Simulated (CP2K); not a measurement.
**IPEA1-xTB run of C2H7ClOTi (SMILES [CH3][Ti]([CH3])([OH])[Cl])**

What is the energy difference between two shapes of C2H7ClOTi at IPEA1-xTB? 

The calculation is run with CP2K 2026.2.

1 further run of the same task is left out (it didn't finish).

## 1. The structure to begin with

C2H7ClOTi has 12 atoms, charge 0, and is taken as a singlet. As SMILES, `[CH3][Ti]([CH3])([OH])[Cl]`. The shape comes from a force field and isn't a relaxed structure. This is one conformer, not always the lowest.

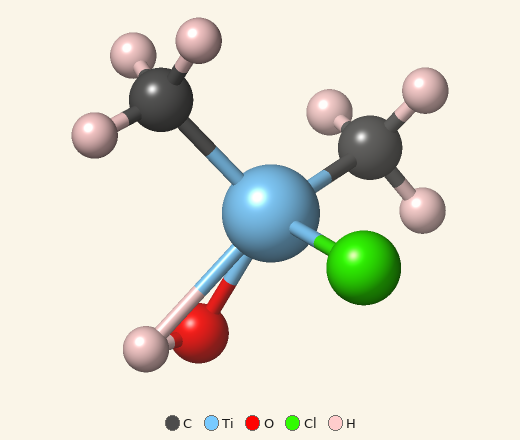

Viewed from a chosen angle; carbon dark grey, titanium blue, oxygen red, chlorine green, hydrogen pink.

## 2. The energy at IPEA1-xTB

gas.inp

```
&GLOBAL
  PROJECT_NAME gas
  RUN_TYPE ENERGY
  PRINT_LEVEL MEDIUM
&END GLOBAL

&FORCE_EVAL
  METHOD QS
  &DFT
    &QS
      METHOD XTB
      EPS_DEFAULT 1.0E-10
      &XTB
        GFN_TYPE TBLITE
        &TBLITE
          METHOD IPEA1
        &END TBLITE
        CHECK_ATOMIC_CHARGES F
      &END XTB
    &END QS
    &POISSON
      PERIODIC NONE
      POISSON_SOLVER ANALYTIC
    &END POISSON
    &SCF
      SCF_GUESS ATOMIC
      EPS_SCF 1.0E-07
      MAX_SCF 150
      ADDED_MOS 8
      &DIAGONALIZATION
        ALGORITHM STANDARD
      &END DIAGONALIZATION
      &MIXING
        METHOD DIRECT_P_MIXING
        ALPHA 0.4
      &END MIXING
    &END SCF
    &PRINT
      &MOMENTS
        PERIODIC F
        REFERENCE COM
        MAX_MOMENT 1
      &END MOMENTS
      &MO ON
        ENERGIES T
        OCCUPATION_NUMBERS T
        NDIGITS 6
        &EACH
          QS_SCF 0
        &END EACH
        ADD_LAST NUMERIC
      &END MO
      &HIRSHFELD OFF
      &END HIRSHFELD
    &END PRINT
  &END DFT
  &SUBSYS
    &CELL
      ABC 12.1 11.8 12.2
      PERIODIC NONE
    &END CELL
    &COORD
      C      4.723650     6.995600     6.669400
      Ti     6.462550     6.136700     5.899400
      C      7.149150     4.695300     7.297400
      O      6.156650     5.262500     4.186000
      Cl     8.093050     7.777700     5.562500
      H      4.924950     7.698000     7.526000
      H      4.235050     7.660300     5.867100
      H      4.006950     6.263300     6.967300
      H      7.679950     5.233400     8.198000
      H      6.330250     4.098700     7.716400
      H      7.900650     4.022300     6.834500
      H      6.926350     4.751000     4.002000
    &END COORD
  &END SUBSYS
&END FORCE_EVAL
```

On the command line:

```bash
OMP_NUM_THREADS=1 cp2k.psmp -i gas.inp -o gas.out
```

Log, cut to the lines that bear on the results:

```text
CP2K| version string:                                       CP2K version 2026.2
[...]
 GLOBAL| Method name                                                        CP2K
[...]
 GLOBAL| Run type                                                         ENERGY
[...]
                             - Atoms:                                         12
[...]
                             - Spherical basis functions:                     47
[...]
 Number of electrons:                                                         32
[...]
  *** SCF run converged in    39 steps ***
[...]
  Fermi energy:                                                -0.36322968912815
[...]
 TB_DIPOLE| Moment [Debye]         -2.31935509      -3.07730959       1.27689829
 TB_DIPOLE| Derivative [a.u.]       0.00000000       0.00000000       0.00000000
[...]
 ENERGY| Total FORCE_EVAL ( QS ) energy [hartree]            -18.991402182500760
[...]
```

Run time: 1.5 s. Hardware: 1 thread of Intel Xeon Platinum 8259CL at 2.50GHz (Skylake/Cascade Lake), shared host; peak memory 0.19 GiB.

## 3. The distorted shape at the same level

Edit gas.inp of step 2 so:

```diff
@@ -58,3 +58,3 @@
     &CELL
-      ABC 12.1 11.8 12.2
+      ABC 12.3 11.7 12.3
       PERIODIC NONE
@@ -62,14 +62,14 @@
     &COORD
-      C      4.723650     6.995600     6.669400
-      Ti     6.462550     6.136700     5.899400
-      C      7.149150     4.695300     7.297400
-      O      6.156650     5.262500     4.186000
-      Cl     8.093050     7.777700     5.562500
-      H      4.924950     7.698000     7.526000
-      H      4.235050     7.660300     5.867100
-      H      4.006950     6.263300     6.967300
-      H      7.679950     5.233400     8.198000
-      H      6.330250     4.098700     7.716400
-      H      7.900650     4.022300     6.834500
-      H      6.926350     4.751000     4.002000
+      C      4.951034     7.084713     6.475376
+      Ti     6.637323     6.228792     5.925199
+      C      7.209598     4.654970     7.400556
+      O      6.105412     5.337155     4.262865
+      Cl     8.289693     7.699900     5.686091
+      H      4.987238     7.702179     7.572560
+      H      4.308538     7.657728     5.908012
+      H      4.010308     6.322518     6.826063
+      H      7.811359     5.301080     8.277745
+      H      6.412248     4.208219     7.675270
+      H      7.906812     3.997821     6.939212
+      H      6.913130     4.799733     4.022256
     &END COORD
```

On the command line:

```bash
OMP_NUM_THREADS=1 cp2k.psmp -i gas.inp > gas.out 2>&1
```

Log, cut to the lines that bear on the results:

```text
CP2K| version string:                                       CP2K version 2026.2
[...]
 GLOBAL| Method name                                                        CP2K
[...]
 GLOBAL| Run type                                                         ENERGY
[...]
                             - Atoms:                                         12
[...]
                             - Spherical basis functions:                     47
[...]
 Number of electrons:                                                         32
[...]
  *** SCF run converged in    35 steps ***
[...]
  Fermi energy:                                                -0.35316314035896
[...]
 TB_DIPOLE| Moment [Debye]         -1.57086525      -2.41685923       0.93636829
 TB_DIPOLE| Derivative [a.u.]       0.00000000       0.00000000       0.00000000
[...]
 ENERGY| Total FORCE_EVAL ( QS ) energy [hartree]            -18.918023115151559
[...]
```

Run time: 1.4 s. Hardware: 1 thread of Intel Xeon Platinum 8259CL at 2.50GHz (Skylake/Cascade Lake), shared host; peak memory 0.19 GiB.

## 4. What came out

Level: IPEA1-xTB.

| quantity | value |
| --- | --- |
| first shape: total energy | -18.99140 Eh |
| first shape: dipole moment (from atomic charges alone) | 4.06 D |
| first shape: HOMO energy | -11.17 eV |
| first shape: LUMO energy | -9.01 eV |
| first shape: HOMO–LUMO gap | 2.16 eV |
| distorted shape: total energy | -18.91802 Eh |
| distorted shape: dipole moment (from atomic charges alone) | 3.03 D |
| distorted shape: HOMO energy | -10.75 eV |
| distorted shape: LUMO energy | -8.73 eV |
| distorted shape: HOMO–LUMO gap | 2.02 eV |
| energy change with the atoms displaced | 1.997 eV |

With the atoms displaced the energy rises by 2.00 eV (193 kJ/mol). The first shape isn't relaxed at this level, so the change isn't measured from a minimum. The dipole (first shape) comes from point charges on the atoms alone, without atomic dipoles, so it is partial. The dipole (distorted shape) comes from point charges on the atoms alone, without atomic dipoles, so it is partial.
